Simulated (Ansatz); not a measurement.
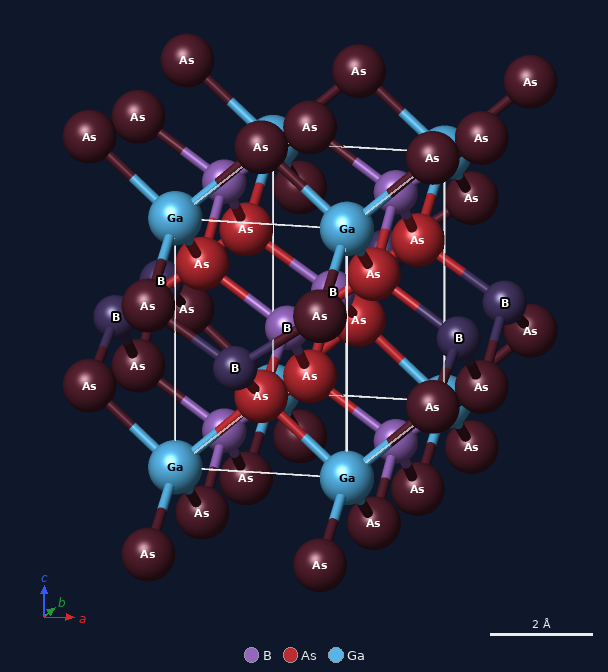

Drawn in the ball-and-stick manner and seen slightly off an axis. One conventional unit cell is outlined, and atoms on its boundary appear in each equivalent place. Neighbours across the faces are drawn wherever a bond reaches them, in fainter colours.

GaB$_{3}$As$_{4}$, space group Pmm2 (No. 25), a = 3.516 Å, b = 7.100 Å, c = 5.031 Å, α = 90.00°, β = 90.00°, γ = 90.00°. The cell started as a structure type filled with these elements by a generator (whether the compound takes this form wasn't checked). Earlier steps of the study, as a rule a relaxation of our own, may have changed the cell and positions, so they can lie some per cent off the listed ones. An electronic-structure calculation with Ansatz was run on it.

This one geometry was computed with Ansatz (DFT, plane waves, PAW) at five levels of theory: PBE0, PBE with spin-orbit coupling, r2SCAN, HSE06 and PBE. It was relaxed beforehand with r2SCAN.

Which level gives the highest pressure at this volume, and what does that say about its equilibrium volume?

Answer. Highest: PBE with spin-orbit coupling (2.3 GPa) and PBE (2.3 GPa), which points to the largest equilibrium volume. Lowest, with the smallest volume: PBE0 (-0.5 GPa), r2SCAN (0.0 GPa) and HSE06 (-0.3 GPa). Levels within 0.5 GPa of each other can't be told apart.

How does the band gap change with the level of theory?

Answer. PBE with spin-orbit coupling: a gap of 0.44 eV, indirect; PBE: a gap of 0.46 eV, indirect; r2SCAN: a gap of 0.69 eV, indirect; HSE06: a gap of 1.12 eV, indirect; PBE0: a gap of 1.81 eV, indirect.

Collect the results in a table.

Answer.
| level | cutoff (eV) | k-mesh of the run's cell | gap (eV) | pressure (GPa) |
| --- | --- | --- | --- | --- |
| PBE0 | 420 | 4×2×4 | 1.81 | -0.5 |
| PBE with spin-orbit coupling | 420 | 8×4×6 | 0.44 | 2.3 |
| r2SCAN | 500 | 8×4×6 | 0.69 | 0.0 |
| HSE06 | 420 | 4×2×4 | 1.12 | -0.3 |
| PBE | 420 | 8×4×6 | 0.46 | 2.3 |

Gaps are taken on the k-mesh or band path of each run.
